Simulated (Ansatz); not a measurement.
# CsNaLa2S4: complex band structure, part 2 of 3

Aim: relax a made-up compound, CsNaLa2S4, and see how good a tunnel barrier it would be. It is built by putting Cs for part of the Na in the NaLaS2 structure of space group I4_1/amd, with the volume rescaled by atomic radii. The parent structure comes from the Materials Project.

Ansatz 0.2.0; PBE DFT, plane waves, PAW files (the session's first sound run).

So far, gap on path (eV): step 3 (band edges) 1.74.

The structure was built from a prototype and need not be the compound's stable phase.

### Step 4. Complex bands

This step: PBE DFT, plane waves, PAW files; complex bands by layer matching along the plane's normal (Ansatz 0.2.0).

The same crystal is laid in a cell whose first two vectors span the (001) plane (indices of the standard conventional cell, whose axes can be ordered otherwise than in the bulk input). At fixed energy and wavevector in the plane the solver finds all kz, real and complex. A few wavevectors are listed, (0, 0) and (0.5, 0) in units of the plane's reciprocal vectors; the slowest state needn't be among them.

input.yaml reads:

```yaml
crystal:
  lattice:
    - [6.101451353, 0.0, 0.0]
    - [0.0, 6.101451353, 0.0]
    - [3.050725676, 3.050725676, 6.4517507]
  atoms:
    - { symbol: Na, position: [0.0, 0.0, 0.0] }
    - { symbol: Cs, position: [0.75, 0.25, 0.5] }
    - { symbol: La, position: [0.25, 0.75, 0.5] }
    - { symbol: La, position: [0.5, 0.5, 0.0] }
    - { symbol: S, position: [0.0282756314, 0.5282756314, 0.9434487372] }
    - { symbol: S, position: [0.4717243686, 0.9717243686, 0.0565512628] }
    - { symbol: S, position: [0.2820402159, 0.2820402159, 0.4359195682] }
    - { symbol: S, position: [0.7179597841, 0.7179597841, 0.5640804318] }
kpoints:
  mp_grid: { grid: [4, 4, 4] }
scf:
  occupations: { method: fixed }
hamiltonian:
  xc: pbe
output:
  eigenvalues: true
  transmission:
    leads: [[0, 0]]
    kpoints: [[0.0, 0.0], [0.5, 0.0]]
    e_range: [-1.0, 2.74]
    de: 0.09
```

On the command line:

```sh
> ansatz run input.yaml --threads 2 --pin off --max-ram 4096MiB --backend cpu --events-out ev --progress --plain --runs-dir out
```

Numbers of over 12 decimals in the logs are rounded to 6 here.

The program printed:

```text
[...]
Crystal: 8 atoms, lattice volume = 240.184 Å³
Basis set: ecut = 420 eV, 4701 PW (Γ)
Bands: 40, of which v1, the nominal top of the filled ones, is band 32 counted from 1 (31 counted from 0)
Symmetry: 8 space group operations
[...]
k-points: 13 of 64 (time reversal used)
[...]
SCF iter   1: F=—  HF=-23279.195202 eV  |F-HF|=—  |Δ(HF+E_count)|=         —  Δρ=1.35e-3  dr2=3.59e-3  ethr=1.77e-3  ⟨swp⟩=5.7  Hψ=1952  notcnv=0  defer=49
[...]
SCF iter   7: F=-23279.197168 eV  HF=-23279.197168 eV  |F-HF|=7.21e-9  |Δ(HF+E_count)|=   7.08e-9  Δρ=1.85e-6  dr2=1.57e-8  ethr=1.56e-10  ⟨swp⟩=5.0  Hψ=1497  notcnv=0
SCF 1 converged in 7 iterations: F = -23279.197168 eV  dr2 = 1.57e-8
[...]
transmission: 8 of 16 steps passed
transmission: 16 of 16 steps passed
SCF converged after 7 iterations
Free energy (F): -23279.197168 eV
[...]
Internal energy: -23279.197168 eV  (E = F + TS)
E sigma→0 (E₀):  -23279.197168 eV
Fermi energy:    5.563581 eV
[...]
--- Band table (eV; the first three rows and the last of 13) ---
  k-point 0: bands = [... 28 lower, 4.8835, 4.9790, 5.5636, 5.5636, 7.3064, 8.1545, 8.1545, 8.2673, ... 4 higher]
  k-point 1: bands = [... 28 lower, 4.8624, 4.8624, 5.5596, 5.5596, 7.4242, 8.0373, 8.0373, 8.1969, ... 4 higher]
  k-point 2: bands = [... 28 lower, 4.8414, 4.9011, 5.5550, 5.5550, 7.6210, 7.9023, 7.9023, 8.0063, ... 4 higher]
  k-point 12: bands = [... 28 lower, 4.4028, 4.5988, 4.7322, 4.8479, 8.2257, 8.2495, 8.2514, 8.2712, ... 4 higher]
--- Transmission ---
  basis      : 325 plane waves across, 8 finite elements along
  points     : 2, as listed
  energies   : 42 from -1.000000 to 2.690000 eV about the Fermi level, 0.090000 eV apart; the leads are filled to 0.871414 eV, and channels, transmission and decay are at 0.890000 eV
  crystal 0  : S4La2Na1Cs1, at the sites [0, 0], period 6.4518 Å: whole cells are its period
    offset         : up to 0.0000 Å between an atom of the period and one for which it stands
    channels       : 0.000000e0 a spin
    conductance    : none, the energies end too early or step too widely for 300 K: set another output.transmission.e_range or a lower de, or, where they end at an eighth of basis.ecutwfc, a higher one
    slowest decay  : 0.2528 /Å at (0.0000, 0.0000)
```

Run time: 90 s. Hardware: 2 threads of Arm Neoverse V2, shared host; peak memory 1.1 GiB.

This step gave:

- free energy: -23279.1972 eV
- Fermi energy: 5.564 eV
- level to which the leads are filled: 0.8714 eV from the Fermi level
- decay constant at the filling level, zone centre: 0.2527 Å⁻¹
- decay constant at the filling level, slowest listed point: 0.2528 Å⁻¹

K parallel (0, 0); values up to 1.5 1/Å, a degenerate pair printed once or twice; energies at which all values exceed this have no row. Table of Im kz of the slowest decaying states by energy, zero at the highest filled level on the SCF mesh:

```csv
energy (eV),decay 1 (Å⁻¹),decay 2 (Å⁻¹),decay 3 (Å⁻¹),decay 4 (Å⁻¹)
-1.0000,0.160,0.243,0.493,0.514
-0.7300,0.130,0.130,0.211,0.323
-0.4600,0.111,0.142,0.289,0.363
-0.2800,0.161,0.186,0.315,0.380
-0.0100,0.111,0.111,0.202,0.229
0.2600,0.226,0.259,0.352,0.408
0.5300,0.241,0.281,0.357,0.415
0.7100,0.248,0.294,0.358,0.417
0.9800,0.254,0.311,0.353,0.418
1.2500,0.255,0.335,0.417,0.456
1.5200,0.252,0.315,0.335,0.411
1.7900,0.243,0.333,0.353,0.409
1.9700,0.234,0.303,0.330,0.406
2.2400,0.116,0.173,0.212,0.325
2.5100,0.172,0.320,0.422,0.524
```

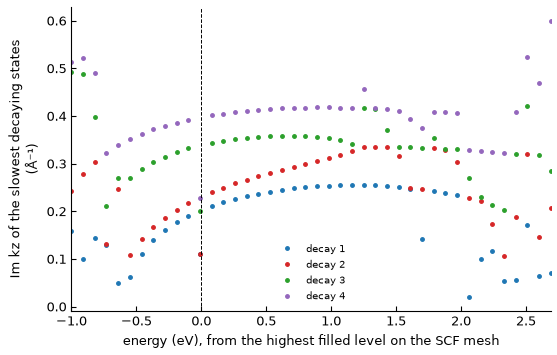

Im kz of the slowest decaying states against energy.

K parallel (0.5, 0); values up to 1.5 1/Å, a degenerate pair printed once or twice; energies at which all values exceed this have no row. Im kz of the slowest decaying states against energy, zero at the highest filled level on the SCF mesh:

```csv
energy (eV),decay 1 (Å⁻¹),decay 2 (Å⁻¹),decay 3 (Å⁻¹),decay 4 (Å⁻¹)
-1.000,0.0599,0.0789,0.423,0.686
-0.460,0.168,0.205,0.441,0.722
-0.010,0.240,0.299,0.563,0.638
0.530,0.281,0.354,0.525,0.690
0.980,0.300,0.380,0.488,0.637
1.520,0.312,0.401,0.426,0.573
1.970,0.317,0.345,0.435,0.481
2.510,0.365,0.382,0.575,0.844
```

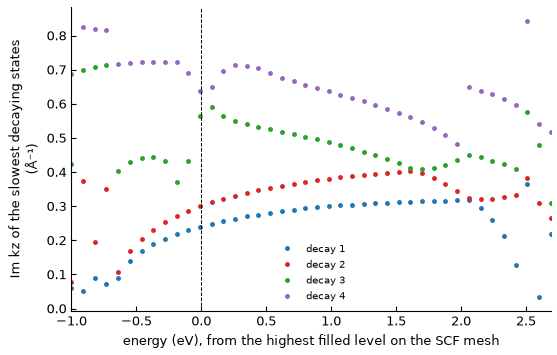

Im kz of the slowest decaying states, plotted against energy.

At the listed wavevectors the last open channel is at -0.64 eV and the next at +1.79 eV on the grid, wider than the gap, since narrow bands can fall between grid energies. At +0.89 eV, the grid energy nearest the filling level (the middle of the gap on the SCF mesh), the slowest state at the listed wavevectors decays with κ = 0.253 Å⁻¹, its amplitude falling by e over 4.0 Å. Through 1 nm of this crystal that state's transmission falls by exp(−2 × 0.253 Å⁻¹ × 10 Å) = 0.0064.

### Step 5. Decay over the two-dimensional zone

The listed points could miss the slowest state, so one energy near mid-gap is solved on a mesh of 8×8.

input.yaml, as its differences from that of step 4:

```diff
@@ -22,6 +22,2 @@
   eigenvalues: true
-  transmission:
-    leads: [[0, 0]]
-    kpoints: [[0.0, 0.0], [0.5, 0.0]]
-    e_range: [-1.0, 2.74]
-    de: 0.09
+  transmission: { leads: [[0, 0]], kmesh: [8, 8], e_range: [0.87, 0.88], de: 0.05 }
```

The program printed:

```text
[...]
Crystal: 8 atoms, lattice volume = 240.184 Å³
Basis set: ecut = 420 eV, 4701 PW (Γ)
Bands: 40, of which v1, the nominal top of the filled ones, is band 32 counted from 1 (31 counted from 0)
Symmetry: 8 space group operations
[...]
k-points: 13 of 64 (time reversal used)
[...]
SCF iter   1: F=—  HF=-23279.195202 eV  |F-HF|=—  |Δ(HF+E_count)|=         —  Δρ=1.35e-3  dr2=3.59e-3  ethr=1.77e-3  ⟨swp⟩=5.7  Hψ=1952  notcnv=0  defer=49
[...]
SCF iter   7: F=-23279.197168 eV  HF=-23279.197168 eV  |F-HF|=7.21e-9  |Δ(HF+E_count)|=   7.08e-9  Δρ=1.85e-6  dr2=1.57e-8  ethr=1.56e-10  ⟨swp⟩=5.0  Hψ=1497  notcnv=0
SCF 1 converged in 7 iterations: F = -23279.197168 eV  dr2 = 1.57e-8
[...]
transmission: 32 of 200 steps passed
transmission: 64 of 200 steps passed
[...]
transmission: 200 of 200 steps passed
SCF converged after 7 iterations
Free energy (F): -23279.197168 eV
[...]
Internal energy: -23279.197168 eV  (E = F + TS)
E sigma→0 (E₀):  -23279.197168 eV
Fermi energy:    5.563581 eV
[...]
--- Band table (eV; the first three rows and the last of 13) ---
  k-point 0: bands = [... 28 lower, 4.8835, 4.9790, 5.5636, 5.5636, 7.3064, 8.1545, 8.1545, 8.2673, ... 4 higher]
  k-point 1: bands = [... 28 lower, 4.8624, 4.8624, 5.5596, 5.5596, 7.4242, 8.0373, 8.0373, 8.1969, ... 4 higher]
  k-point 2: bands = [... 28 lower, 4.8414, 4.9011, 5.5550, 5.5550, 7.6210, 7.9023, 7.9023, 8.0063, ... 4 higher]
  k-point 12: bands = [... 28 lower, 4.4028, 4.5988, 4.7322, 4.8479, 8.2257, 8.2495, 8.2514, 8.2712, ... 4 higher]
--- Transmission ---
  basis      : 325 plane waves across, 8 finite elements along
  points     : 25, standing for a mesh of 8 x 8
  energies   : 1 from 0.870000 to 0.870000 eV about the Fermi level; the leads are filled to 0.871414 eV, and channels, transmission and decay are at 0.870000 eV
[...]
channels       : 0.000000e0 a spin
    conductance    : none, crystal 0 has no channel at the energies, or these end too early or step too widely for 300 K: set another output.transmission.e_range or a lower de, or, where they end at an eighth of basis.ecutwfc, a higher one
    slowest decay  : 0.2524 /Å at (0.0000, 0.0000)
```

It took 2.2 min on 2 threads; peak memory 1.4 GiB; 4.3 min of CPU time.

Numbers from this step:

```yaml
least_decay_constant_on_the_mesh: 0.2524 Å⁻¹
```

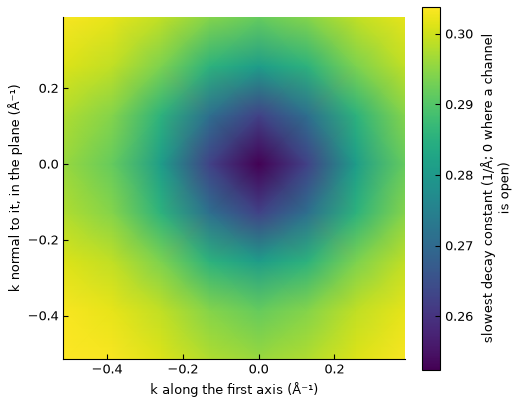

Slowest decay constant (1/Å; 0 where a channel is open) over k1 and k2. At 0.8700 eV from the Fermi level.

The least value on the mesh is 0.252 Å⁻¹ at +0.87 eV. At that energy the listed points give about 0.252 Å⁻¹ by interpolation, so the mesh holds no clearly slower state.

### Step 6. Band edges at another level

This step: PBEsol DFT, plane waves, PAW files (Ansatz 0.2.0).

The edges again with PBEsol, at the same atoms.

input.yaml reads:

```yaml
crystal:
  lattice:
    - [-3.0507256764, 3.0507256764, 6.4517506995]
    - [3.0507256764, -3.0507256764, 6.4517506995]
    - [3.0507256764, 3.0507256764, -6.4517506995]
  atoms:
    - { symbol: Na, position: [0.0, 0.0, 0.0] }
    - { symbol: Cs, position: [0.75, 0.25, 0.5] }
    - { symbol: La, position: [0.25, 0.75, 0.5] }
    - { symbol: La, position: [0.5, 0.5, 0.0] }
    - { symbol: S, position: [0.4717243686, 0.9717243686, 0.5] }
    - { symbol: S, position: [0.0282756314, 0.5282756314, 0.5] }
    - { symbol: S, position: [0.7179597841, 0.7179597841, 0.0] }
    - { symbol: S, position: [0.2820402159, 0.2820402159, 0.0] }
kpoints:
  mp_grid: { grid: [6, 6, 6] }
  band_path: { path: [VBM, CBM], npoints: 30 }
scf:
  occupations: { method: fixed }
hamiltonian:
  xc: pbesol
output:
  eigenvalues: true
```

The program printed:

```text
[...]
Crystal: 8 atoms, lattice volume = 240.184 Å³
Basis set: ecut = 420 eV, 4701 PW (Γ)
Bands: 40, of which v1, the nominal top of the filled ones, is band 32 counted from 1 (31 counted from 0)
Symmetry: 8 space group operations
[...]
k-points: 30 of 216 (time reversal used)
[...]
SCF iter   1: F=—  HF=-22937.328091 eV  |F-HF|=—  |Δ(HF+E_count)|=         —  Δρ=4.31e-3  dr2=8.71e-2  ethr=1.77e-3  ⟨swp⟩=5.9  Hψ=4564  notcnv=0  defer=122
[...]
SCF iter   7: F=-22937.308762 eV  HF=-22937.308762 eV  |F-HF|=7.42e-9  |Δ(HF+E_count)|=   6.95e-7  Δρ=2.77e-6  dr2=3.10e-8  ethr=1.56e-10  ⟨swp⟩=15.0  Hψ=6259  notcnv=0
SCF 1 converged in 7 iterations: F = -22937.308762 eV  dr2 = 3.10e-8
[...]
SCF converged after 7 iterations
Free energy (F): -22937.308762 eV
[...]
Internal energy: -22937.308762 eV  (E = F + TS)
E sigma→0 (E₀):  -22937.308762 eV
Fermi energy:    5.454391 eV
[...]
--- Band table (eV; the first three rows and the last of 30) ---
  k-point 0: bands = [... 28 lower, 4.7841, 4.8788, 5.4544, 5.4544, 7.0897, 8.0262, 8.0262, 8.1353, ... 4 higher]
  k-point 1: bands = [... 28 lower, 4.5170, 4.8393, 5.0194, 5.2328, 7.5430, 8.0179, 8.0627, 8.1446, ... 4 higher]
  k-point 2: bands = [... 28 lower, 4.2403, 4.4703, 4.6724, 4.9011, 8.0478, 8.0672, 8.1131, 8.1421, ... 4 higher]
  k-point 29: bands = [... 28 lower, 4.7389, 4.7986, 5.4440, 5.4440, 7.4126, 7.7398, 7.7398, 7.8349, ... 4 higher]
```

Run time: 48 s. Hardware: 2 threads; peak memory 0.58 GiB; 94 s of CPU time.

This step gave:

* free energy: -22937.3088 eV
* Fermi energy: 5.454 eV
* gap on the k-mesh: 1.635 eV
* gap on path: 1.635 eV, by band count; negative where bands overlap
* direct gap on path: 1.635 eV

Levels at VBM (eV): -7.11, -7.11, -6.67, -2.03, -1.81, -1.81, -1.68, -1.28, -1.28, -1.16, -0.67, -0.67, -0.58, 0.00, 0.00, 1.64, 2.57, 2.57, 2.68, 2.72, 2.77, 2.78, 2.78.

The searched edges give 1.64 eV, as on the mesh.

Between step 3 and this run (PBEsol) the value for the gap on path moves from 1.74 eV to 1.64 eV.

### Step 7. Complex bands at another level

This step: PBEsol DFT, plane waves, PAW files; complex bands by layer matching along the plane's normal (Ansatz 0.2.0).

The complex bands at that level, over its own gap, at (0, 0) and (0.5, 0).

input.yaml reads:

```yaml
crystal:
  lattice:
    - [6.101451353, 0.0, 0.0]
    - [0.0, 6.101451353, 0.0]
    - [3.050725676, 3.050725676, 6.4517507]
  atoms:
    - { symbol: Na, position: [0.0, 0.0, 0.0] }
    - { symbol: Cs, position: [0.75, 0.25, 0.5] }
    - { symbol: La, position: [0.25, 0.75, 0.5] }
    - { symbol: La, position: [0.5, 0.5, 0.0] }
    - { symbol: S, position: [0.0282756314, 0.5282756314, 0.9434487372] }
    - { symbol: S, position: [0.4717243686, 0.9717243686, 0.0565512628] }
    - { symbol: S, position: [0.2820402159, 0.2820402159, 0.4359195682] }
    - { symbol: S, position: [0.7179597841, 0.7179597841, 0.5640804318] }
kpoints:
  mp_grid: { grid: [4, 4, 4] }
scf:
  occupations: { method: fixed }
hamiltonian:
  xc: pbesol
output:
  eigenvalues: true
  transmission:
    leads: [[0, 0]]
    kpoints: [[0.0, 0.0], [0.5, 0.0]]
    e_range: [-1.0, 2.64]
    de: 0.09
```

The program printed:

```text
[...]
Crystal: 8 atoms, lattice volume = 240.184 Å³
Basis set: ecut = 420 eV, 4701 PW (Γ)
Bands: 40, of which v1, the nominal top of the filled ones, is band 32 counted from 1 (31 counted from 0)
Symmetry: 8 space group operations
[...]
k-points: 13 of 64 (time reversal used)
[...]
SCF iter   1: F=—  HF=-22937.326268 eV  |F-HF|=—  |Δ(HF+E_count)|=         —  Δρ=4.28e-3  dr2=8.60e-2  ethr=1.77e-3  ⟨swp⟩=5.8  Hψ=1920  notcnv=0  defer=47
[...]
SCF iter   7: F=-22937.306556 eV  HF=-22937.306556 eV  |F-HF|=8.54e-9  |Δ(HF+E_count)|=   6.22e-7  Δρ=2.80e-6  dr2=3.16e-8  ethr=1.56e-10  ⟨swp⟩=14.4  Hψ=2719  notcnv=0
SCF 1 converged in 7 iterations: F = -22937.306556 eV  dr2 = 3.16e-8
[...]
transmission: 8 of 16 steps passed
transmission: 16 of 16 steps passed
SCF converged after 7 iterations
Free energy (F): -22937.306556 eV
[...]
Internal energy: -22937.306556 eV  (E = F + TS)
E sigma→0 (E₀):  -22937.306556 eV
Fermi energy:    5.454585 eV
[...]
--- Band table (eV; the first three rows and the last of 13) ---
  k-point 0: bands = [... 28 lower, 4.7846, 4.8791, 5.4546, 5.4546, 7.0896, 8.0265, 8.0265, 8.1357, ... 4 higher]
  k-point 1: bands = [... 28 lower, 4.7619, 4.7619, 5.4498, 5.4498, 7.2104, 7.8911, 7.8911, 8.0620, ... 4 higher]
  k-point 2: bands = [... 28 lower, 4.7394, 4.7990, 5.4442, 5.4442, 7.4125, 7.7400, 7.7400, 7.8349, ... 4 higher]
  k-point 12: bands = [... 28 lower, 4.2783, 4.4847, 4.6205, 4.7483, 8.1094, 8.1222, 8.1387, 8.1641, ... 4 higher]
--- Transmission ---
  basis      : 325 plane waves across, 8 finite elements along
  points     : 2, as listed
[...]
channels       : 0.000000e0 a spin
[...]
slowest decay  : 0.2435 /Å at (0.0000, 0.0000)
```

It took 86 s on 2 threads; peak memory 1.1 GiB; 2.5 min of CPU time.

This step gave:

```yaml
free_energy: -22937.3066 eV
fermi_energy: 5.455 eV
level_to_which_the_leads_are_filled: 0.8175 eV from the Fermi level
decay_constant_at_the_filling_level_zone_centre: 0.2435 Å⁻¹
decay_constant_at_the_filling_level_slowest_listed_point: 0.2435 Å⁻¹
```

K parallel (0, 0); values up to 1.5 1/Å, a degenerate pair printed once or twice; energies at which all values exceed this have no row. The Im kz of the slowest decaying states by energy, zero at the highest filled level on the SCF mesh:

```csv
energy (eV),decay 1 (Å⁻¹),decay 2 (Å⁻¹),decay 3 (Å⁻¹),decay 4 (Å⁻¹)
-1.0000,0.154,0.247,0.495,0.509
-0.7300,0.171,0.171,0.210,0.325
-0.4600,0.105,0.138,0.286,0.363
-0.2800,0.155,0.182,0.312,0.379
-0.0100,0.196,0.225,0.335,0.396
0.2600,0.220,0.254,0.348,0.407
0.5300,0.235,0.277,0.353,0.413
0.7100,0.241,0.289,0.354,0.415
0.9800,0.246,0.307,0.348,0.416
1.2500,0.247,0.330,0.403,0.415
1.5200,0.227,0.242,0.330,0.394
1.7900,0.231,0.327,0.332,0.406
1.9700,0.0417,0.221,0.277,0.324
2.2400,0.111,0.116,0.195,0.318
2.5100,0.147,0.310,0.417,0.502
```

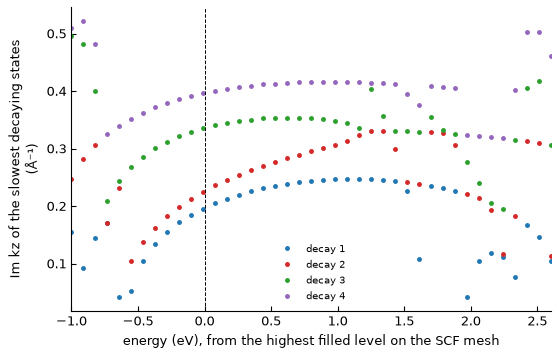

Im kz of the slowest decaying states, plotted against energy.

K parallel (0.5, 0); values up to 1.5 1/Å, a degenerate pair printed once or twice; energies at which all values exceed this have no row. Im kz of the slowest decaying states against energy, zero at the highest filled level on the SCF mesh:

```csv
energy (eV),decay 1 (Å⁻¹),decay 2 (Å⁻¹),decay 3 (Å⁻¹),decay 4 (Å⁻¹)
-1.000,0.0508,0.0745,0.416,0.685
-0.460,0.164,0.200,0.430,0.718
-0.010,0.236,0.293,0.560,0.627
0.530,0.277,0.347,0.512,0.696
0.980,0.295,0.372,0.473,0.639
1.520,0.307,0.390,0.408,0.573
1.970,0.311,0.320,0.417,0.485
2.510,0.0420,0.357,0.374,0.561
```

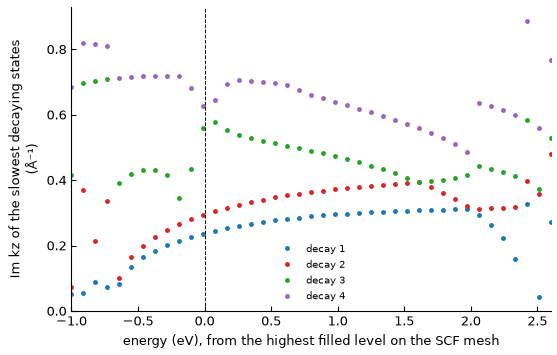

Im kz of the slowest decaying states, plotted against energy.

At the listed wavevectors the last open channel is at -0.01 eV and the next at +1.70 eV on the grid. At +0.80 eV, the grid energy nearest the filling level (the middle of the gap on the SCF mesh), the slowest state at the listed wavevectors decays with κ = 0.243 Å⁻¹, its amplitude falling by e over 4.1 Å; the first such run, plane (001), gave 0.253 Å⁻¹.

(Part 2 of 3 ends here.)

[Logs are printed without paths, hosts, clocks, repeated set-up lines and the standing remarks that a program may print on its own settings, such as how far it seeks lower states.]

[Hosts, paths, dates, database ids (printed as entryN), source tags and the programs' standing remarks are cut or masked in the printed files.]
